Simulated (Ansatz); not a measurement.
The starting structures come from a database of crystals and need not be the phases stable at ambient conditions.

 Where the default PAW files enter, the runs use the earlier of Ansatz's two default sets.

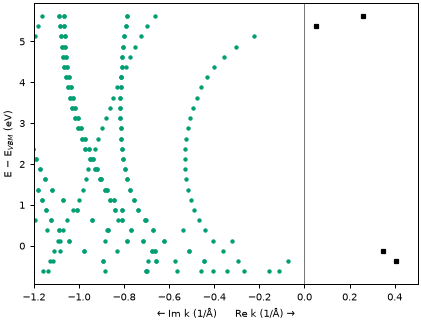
Figure. Complex bands at the centre of the two-dimensional zone; PBEsol (Ansatz, a first-principles code)

The gap is the functional's own, uncorrected, and κ follows it; spin-orbit coupling is left out. Mid-gap values are interpolated between the computed energies.

**Question.** This is KAsF6 (R-3, not sure to be the ambient phase, 8 atoms a cell, 13.8 Å³ an atom, 2 GPa at this level) along the normal of (110). Read off the slowest decay at the centre of the two-dimensional zone at 2.62 eV, the computed energy nearest the middle of the gap.

**Answer.** κ ≈ 0.52 1/Å, a decay length 1/(2κ) of the density of 0.95 Å.
